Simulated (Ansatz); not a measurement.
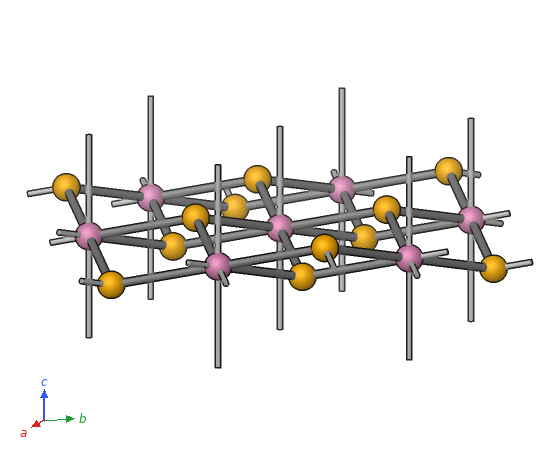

A cut-out of a periodic net derived from a crystal structure. Nodes are coloured by topological kind. Edges to nodes outside the piece are drawn as stubs.

Classify the net: periodicity, connectivity, name.

A binodal (3,8)-connected, three-periodic net.

Give point symbol and coordination sequence of each kind of node.

3-connected node: 4^3, sequence 3, 18, 41, 74, 113, 164; 8-connected node: 4^6.6^18.8^4, sequence 8, 20, 44, 74, 116, 164.

Origin of the net. The compound is YPdF2 (space group P-3m1, No. 164), taken as the input geometry of an electronic-structure calculation (not necessarily at equilibrium); the starting structure was generated, so it need not be a known form of this composition. Bonds are taken as F–Y below 2.6 Å and Pd–Y below 3.2 Å. The graph is simplified in the usual way: terminal and isolated atoms are pruned, two-connected atoms become edges. F is a 3-connected node; Y is an 8-connected node, in the ratio 2:1. Pd becomes part of the edges.
